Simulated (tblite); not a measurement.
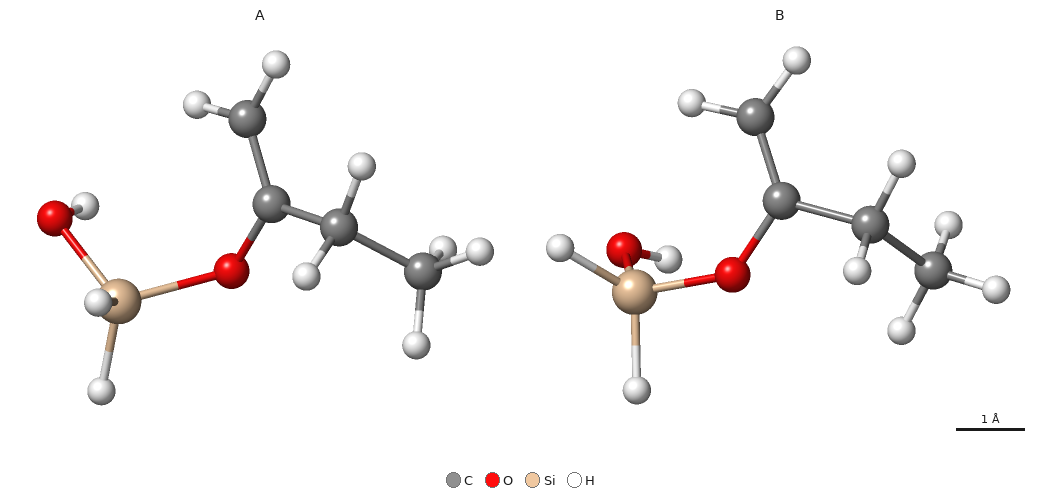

Two geometries of C4H10O2Si, drawn at one scale. One is the start of a relaxation, the other its converged end. Style: ball-and-stick. Shown at a tilt.

Method: GFN2-xTB geometry optimisation, gas phase in tblite 0.8.0. 

Question: Which one is relaxed?

Answer: Structure B is the relaxed one. The energy falls by 0.991 eV in 152 geometry steps. The atom that moves furthest after the best rigid fit is an H atom (1.38 Å). Largest moves by element: H 1.38 Å, O 1.10 Å, C 0.53 Å, Si 0.16 Å. Among the contacts that change: O–Si 1.755 → 1.628 Å, O–Si 1.733 → 1.625 Å, C–O 1.421 → 1.354 Å, H–O 0.997 → 0.954 Å. Among the angles between lasting bonds that change: Si–O–H 105.9° → 122.3°, C–O–Si 119.1° → 135.0°, O–Si–H 110.1° → 97.8°. Groups turn about C–O by about 70°, C–C by about 35°, O–Si by about 20°.
